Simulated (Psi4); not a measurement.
# InNH4 (SMILES [NH2][InH2]) at revPBE/def2-SVP (core potential), part 1 of 2

What is the energy change on altering one bond length of InNH4 at revPBE/def2-SVP (core potential)? 

The calculation is run with Psi4 1.11.

17 further runs of the same task are left out: 16 that didn't finish, 1 set aside as unsound or not needed.

## Step 1: The system as given

InNH4 has 6 atoms, charge 0, and is taken as a singlet. SMILES: `[NH2][InH2]`. Geometry: relaxed at PBE0-D4/def2-TZVP.

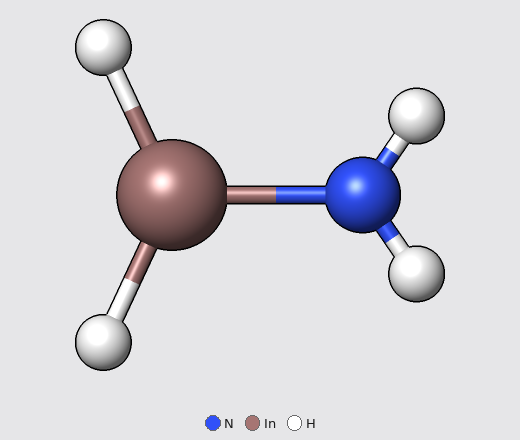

Viewed from a chosen angle; nitrogen blue, indium brown, hydrogen white.

## Step 2: Energy and gradient at revPBE/def2-SVP (core potential)

input.in reads:

```
memory 2.2 GB

molecule {
  N     -0.092200    -1.060500     0.036600
  In     0.095300     0.935900    -0.048300
  H     -0.598000    -1.552900     0.753400
  H      0.311900    -1.697300    -0.629300
  H      1.012500     1.520500    -1.370700
  H     -0.687400     1.790300     1.212100
  symmetry c1
}

set basis def2-SVP
set reference rks
set puream true
set e_convergence 1e-09
set d_convergence 1e-08
set scf_type pk
set dft_radial_points 99
set dft_spherical_points 590

e, wfn = gradient('revpbe', return_wfn=True)
oeprop(wfn, 'MAYER_INDICES', 'LOWDIN_CHARGES', 'MULLIKEN_CHARGES', title='REVPBE')
```

On the command line:

```
$ psi4 -n 1 input.in input.out
```

input.out:

```text
Psi4 1.11 release

gradient() will perform analytic gradient computation.

   => Loading Basis Set <=

    Name: DEF2-SVP
    Role: ORBITAL
    Keyword: BASIS

    !!!  WARNING: ECP capability is in beta. Please check occupations closely.  !!!

         ---------------------------------------------------------
                                   SCF
                              RKS Reference
                        1 Threads,   2098 MiB Core
         ---------------------------------------------------------

  ==> Geometry <==

    Molecular point group: c1
    Full point group: C1

    Geometry (in Angstrom), charge = 0, multiplicity = 1:

       Center              X                  Y                   Z               Mass
    ------------   -----------------  -----------------  -----------------  -----------------
         N           -0.165155384836    -1.758187477697     0.074753914986    14.003074004430
         IN           0.022344615164     0.238212522303    -0.010146085014   114.903878776000
         H           -0.670955384836    -2.250587477697     0.791553914986     1.007825032230
         H            0.238944615164    -2.394987477697    -0.591146085014     1.007825032230
         H            0.939544615164     0.822812522303    -1.332546085014     1.007825032230
         H           -0.760355384836     1.092612522303     1.250253914986     1.007825032230

  Running in c1 symmetry.

  Rotational constants: A =      2.69918  B =      0.26676  C =      0.24277 [cm^-1]
  Rotational constants: A =  80919.27858  B =   7997.25586  C =   7277.97579 [MHz]
  Nuclear repulsion =   70.741603805927312

  Charge       = 0
  Multiplicity = 1
  Electrons    = 32
  Nalpha       = 16
  Nbeta        = 16

  ==> Algorithm <==

  SCF Algorithm Type is PK.
  DIIS enabled.
  MOM disabled.
  Fractional occupation disabled.
  Guess Type is SAD.
  Energy threshold   = 1.00e-09
  Density threshold  = 1.00e-08
  Integral threshold = 1.00e-12

  ==> Primary Basis <==

  Basis Set: DEF2-SVP
    Blend: DEF2-SVP
    Number of shells: 28
    Number of basis functions: 60
    Number of Cartesian functions: 63
    Spherical Harmonics?: true
    Max angular momentum: 2

  Core potential: DEF2-SVP
    Number of shells: 4
    Number of ECP primitives: 18
    Number of ECP core electrons: 28
    Max angular momentum: 3

  ==> DFT Potential <==

   => LibXC <=

    Version 7.1.2

   => Composite Functional: REVPBE <=

    revPBE GGA Exchange-Correlation Functional

    Deriv               =              1
    GGA                 =           TRUE
    Meta                =          FALSE

    Exchange Hybrid     =          FALSE
    MP2 Hybrid          =          FALSE

   => Exchange Functionals <=

    1.0000   XC_GGA_X_PBE_R

   => Correlation Functionals <=

    1.0000     XC_GGA_C_PBE

   => LibXC Density Thresholds  <==

    XC_GGA_C_PBE:  1.00E-12
    XC_GGA_X_PBE_R:  1.00E-15

   => Molecular Quadrature <=

    Radial Scheme          =       TREUTLER
    Pruning Scheme         =           NONE
    Nuclear Scheme         =       TREUTLER

    Blocking Scheme        =         OCTREE
    BS radius alpha        =              1
    Pruning alpha          =              1
    Radial Points          =             99
    Spherical Points       =            590
    Total Points           =         334792
    Total Blocks           =           2426
    Max Points             =            256
    Max Functions          =             60
    Weights Tolerance      =       1.00E-15

  ==> Integral Setup <==

  Using in-core PK algorithm.
   Calculation information:
      Number of atoms:                   6
      Number of AO shells:              28
      Number of primitives:             55
      Number of atomic orbitals:        63
      Number of basis functions:        60

      Integral cutoff                 1.00e-12
      Number of threads:                 1

  Performing in-core PK
  Using 3350730 doubles for integral storage.
  We computed 82056 shell quartets total.
  Whereas there are 82621 unique shell quartets.

  ==> DiskJK: Disk-Based J/K Matrices <==

    J tasked:                  Yes
    K tasked:                   No
    wK tasked:                  No
    Memory [MiB]:             1073
    Schwarz Cutoff:          1E-12

  Cached 100.0% of DFT collocation blocks in 0.489 [GiB].

  Minimum eigenvalue in the overlap matrix is 2.3376070966E-02.
  Reciprocal condition number of the overlap matrix is 5.0798769706E-03.
    Using symmetric orthogonalization.

  ==> Pre-Iterations <==

  SCF Guess: Superposition of Atomic Densities via on-the-fly atomic UHF (no occupation information).

   -------------------------
    Irrep   Nso     Nmo
   -------------------------
     A         60      60
   -------------------------
    Total      60      60
   -------------------------

  ==> Iterations <==

                        Total Energy        Delta E     RMS |[F,P]|

   @RKS iter SAD:  -246.17563260298144   -2.46176e+02   0.00000e+00
   @RKS iter   1:  -246.85311745959288   -6.77485e-01   1.52212e-02 ADIIS/DIIS
   @RKS iter   2:  -244.49122023338501    2.36190e+00   2.96197e-02 ADIIS/DIIS
   @RKS iter   3:  -247.20567203946158   -2.71445e+00   3.61262e-03 ADIIS/DIIS
   @RKS iter   4:  -247.24099739140041   -3.53254e-02   1.82398e-03 ADIIS/DIIS
   @RKS iter   5:  -247.24814170417096   -7.14431e-03   3.37596e-04 ADIIS/DIIS
   @RKS iter   6:  -247.24841221753951   -2.70513e-04   5.77773e-05 DIIS
   @RKS iter   7:  -247.24842033995304   -8.12241e-06   1.12946e-05 DIIS
   @RKS iter   8:  -247.24842065457122   -3.14618e-07   2.85479e-06 DIIS
   @RKS iter   9:  -247.24842067115628   -1.65851e-08   3.99474e-07 DIIS
   @RKS iter  10:  -247.24842067149655   -3.40265e-10   4.13847e-08 DIIS
   @RKS iter  11:  -247.24842067150075   -4.20641e-12   7.45515e-09 DIIS
  Energy and wave function converged.

  ==> Post-Iterations <==

   Electrons on quadrature grid:
      Ntotal   =   31.9999998794 ; deviation = -1.206e-07

    Orbital Energies [Eh]
    ---------------------

    Doubly Occupied:

       1A    -13.979909     2A     -4.470849     3A     -2.917798
       4A     -2.907971     5A     -2.907640     6A     -0.741319
       7A     -0.681966     8A     -0.675153     9A     -0.675099
      10A     -0.674957    11A     -0.662953    12A     -0.414072
      13A     -0.387738    14A     -0.278930    15A     -0.254119
      16A     -0.199449

    Virtual:

      17A     -0.056241    18A     -0.011985    19A      0.017540
      20A      0.074183    21A      0.091592    22A      0.124755
      23A      0.138165    24A      0.163473    25A      0.170927
      26A      0.229795    27A      0.298816    28A      0.359398
      29A      0.410970    30A      0.427154    31A      0.474856
      32A      0.566891    33A      0.598966    34A      0.672519
      35A      0.718891    36A      0.767434    37A      0.836229
      38A      0.876199    39A      0.926588    40A      1.235204
      41A      1.421461    42A      1.507095    43A      1.514390
      44A      1.528353    45A      1.547494    46A      1.718258
      47A      1.724722    48A      1.842482    49A      1.865974
      50A      2.071766    51A      2.098023    52A      2.387718
      53A      2.519560    54A      2.636981    55A      3.039693
      56A      3.252111    57A     15.804297    58A     16.253834
      59A     16.736674    60A     61.075961

    Final Occupation by Irrep:
              A
    DOCC [    16 ]
    NA   [    16 ]
    NB   [    16 ]

  @RKS Final Energy:  -247.24842067150075

   => Energetics <=

    Nuclear Repulsion Energy =             70.7416038059273120
    One-Electron Energy =                -552.5585464728250145
    Two-Electron Energy =                 259.6875078279280160
    DFT Exchange-Correlation Energy =     -25.1189858325310489
    Empirical Dispersion Energy =           0.0000000000000000
    VV10 Nonlocal Energy =                  0.0000000000000000
    Total Energy =                       -247.2484206715007531

Computation Completed

Properties will be evaluated at   0.000000,   0.000000,   0.000000 [a0]

Properties computed using the SCF density matrix

 Multipole Moments:

 ------------------------------------------------------------------------------------
     Multipole            Electronic (a.u.)      Nuclear  (a.u.)        Total (a.u.)
 ------------------------------------------------------------------------------------

 L = 1.  Multiply by 2.5417464519 to convert [e a0] to [Debye]
 Dipole X            :          1.7420381           -1.7757233           -0.0336852
 Dipole Y            :         18.5810271          -18.9634003           -0.3823732
 Dipole Z            :         -0.7913772            0.8094175            0.0180402
 Magnitude           :                                                    0.3842778

 ------------------------------------------------------------------------------------

	total time  =         11 seconds =       0.18 minutes

         ------------------------------------------------------------
                                   SCF GRAD
         ------------------------------------------------------------

  ==> Geometry <==

    Molecular point group: c1
    Full point group: C1

    Geometry (in Angstrom), charge = 0, multiplicity = 1:

       Center              X                  Y                   Z               Mass
    ------------   -----------------  -----------------  -----------------  -----------------
         N           -0.165155384836    -1.758187477697     0.074753914986    14.003074004430
         IN           0.022344615164     0.238212522303    -0.010146085014   114.903878776000
         H           -0.670955384836    -2.250587477697     0.791553914986     1.007825032230
         H            0.238944615164    -2.394987477697    -0.591146085014     1.007825032230
         H            0.939544615164     0.822812522303    -1.332546085014     1.007825032230
         H           -0.760355384836     1.092612522303     1.250253914986     1.007825032230

  Nuclear repulsion =   70.741603805927312

  ==> Basis Set <==

  Basis Set: DEF2-SVP
    Blend: DEF2-SVP
    Number of shells: 28
    Number of basis functions: 60
    Number of Cartesian functions: 63
    Spherical Harmonics?: true
    Max angular momentum: 2

  Core potential: DEF2-SVP
    Number of shells: 4
    Number of ECP primitives: 18
    Number of ECP core electrons: 28
    Max angular momentum: 3

  ==> DirectJKGrad: Integral-Direct SCF Gradients <==

    Gradient:                    1
    J tasked:                  Yes
    K tasked:                   No
    wK tasked:                  No
    Integrals threads:           1
    Schwarz Cutoff:          1E-12

  ==> DFT Potential <==

   => LibXC <=

    Version 7.1.2

   => Composite Functional: REVPBE <=

    revPBE GGA Exchange-Correlation Functional

    Deriv               =              1
    GGA                 =           TRUE
    Meta                =          FALSE

    Exchange Hybrid     =          FALSE
    MP2 Hybrid          =          FALSE

   => Exchange Functionals <=

    1.0000   XC_GGA_X_PBE_R

   => Correlation Functionals <=

    1.0000     XC_GGA_C_PBE

   => LibXC Density Thresholds  <==

    XC_GGA_C_PBE:  1.00E-12
    XC_GGA_X_PBE_R:  1.00E-15

   => Molecular Quadrature <=

    Radial Scheme          =       TREUTLER
    Pruning Scheme         =           NONE
    Nuclear Scheme         =       TREUTLER

    Blocking Scheme        =         OCTREE
    BS radius alpha        =              1
    Pruning alpha          =              1
    Radial Points          =             99
    Spherical Points       =            590
    Total Points           =         334792
    Total Blocks           =           2426
    Max Points             =            256
    Max Functions          =             60
    Weights Tolerance      =       1.00E-15

  -Total Gradient:
     Atom            X                  Y                   Z
    ------   -----------------  -----------------  -----------------
       1       -0.000169749560    -0.002030789797     0.000157477957
       2       -0.000998201521    -0.010328339150     0.000465529524
       3        0.007175153489     0.007547913635    -0.010098293352
       4       -0.005590984544     0.009530094538     0.009294510730
       5       -0.003207163147    -0.001876538428     0.004648552881
       6        0.002791214782    -0.002839683929    -0.004467870568

	total time  =          3 seconds =       0.05 minutes

Properties will be evaluated at   0.000000,   0.000000,   0.000000 [a0]

Properties computed using the REVPBE density matrix

  Mulliken Charges: (a.u.)
   Center  Symbol    Alpha    Beta     Spin     Total
       1     N     3.69043  3.69043  0.00000 -0.38086
       2    IN    10.33446 10.33446  0.00000  0.33107
       3     H     0.44403  0.44403  0.00000  0.11194
       4     H     0.44402  0.44402  0.00000  0.11196
       5     H     0.54353  0.54353  0.00000 -0.08707
       6     H     0.54352  0.54352  0.00000 -0.08704

   Total alpha = 16.00000, Total beta = 16.00000, Total charge =  0.00000

  Lowdin Charges: (a.u.)
   Center  Symbol    Alpha    Beta     Spin     Total
       1     N     3.59582  3.59582  0.00000 -0.19164
       2    IN    10.36054 10.36054  0.00000  0.27892
       3     H     0.47202  0.47202  0.00000  0.05596
       4     H     0.47200  0.47200  0.00000  0.05600
       5     H     0.54981  0.54981  0.00000 -0.09962
       6     H     0.54981  0.54981  0.00000 -0.09962

  Total alpha = 16.00000, Total beta = 16.00000, Total charge =  0.00000

  Mayer Bond Indices:

  Irrep: 1 Size: 6 x 6

                 1                   2                   3                   4                   5

    1     0.00000000000000     1.23570409252854     0.96215886925704     0.96214599285551     0.01745559768399
    2     1.23570409252854     0.00000000000000     0.01521970741366     0.01522701989243     0.93511430083393
    3     0.96215886925704     0.01521970741366     0.00000000000000     0.00561091736485     0.00668689201418
    4     0.96214599285551     0.01522701989243     0.00561091736485     0.00000000000000     0.00003560129101
    5     0.01745559768399     0.93511430083393     0.00668689201418     0.00003560129101     0.00000000000000
    6     0.01745727866251     0.93513121478242     0.00003550288876     0.00668684268733     0.04182875022136

                 6

    1     0.01745727866251
    2     0.93513121478242
    3     0.00003550288876
    4     0.00668684268733
    5     0.04182875022136
    6     0.00000000000000

  Atomic Valences:

 #  #
 Irrep: 1
      1:    3.194921830987598
      2:    3.136396335450986
      3:    0.989711888938495
      4:    0.989706374091132
      5:    1.001121142044476
      6:    1.001139589242389

    Psi4 run time: 0:00:13.84
```

Run time: 16 s. Hardware: 1 thread of Intel Xeon Platinum 8259CL at 2.50GHz (Skylake/Cascade Lake), shared host; peak memory 0.76 GiB.

(Continued in part 2 of 2.)
